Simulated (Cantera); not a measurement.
Input: 1 mol Si, 0.024 mol O2, 41 mol N2, equilibrated at 100000 Pa.

These are equilibrium values from Cantera (NASA tables, ideal gas, pure condensed phases), not measurements of a reactor. Candidate condensed phases: Si, SiO2, Si2N2O, Si3N4; 16 gas species. Mutual solubility and eutectic melting of coexisting phases are not modelled. The tables' values for SiN are old estimates; treat these amounts as uncertain. Rates play no part.

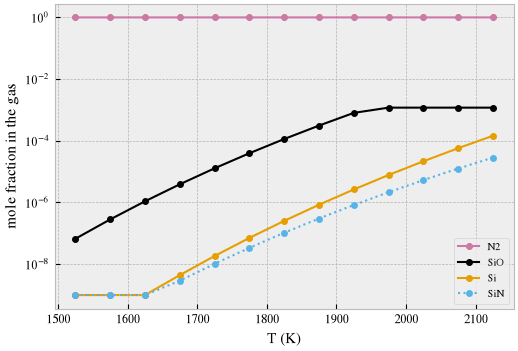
Figure. Equilibrium gas composition (values under 1e-9 drawn at 1e-9)

From 1525 K to 1925 K the condensed part is Si2N2O(s) + Si3N4(s). From 1975 K to 2125 K the condensed part is Si3N4(s). The main Si-bearing gas is SiO throughout.
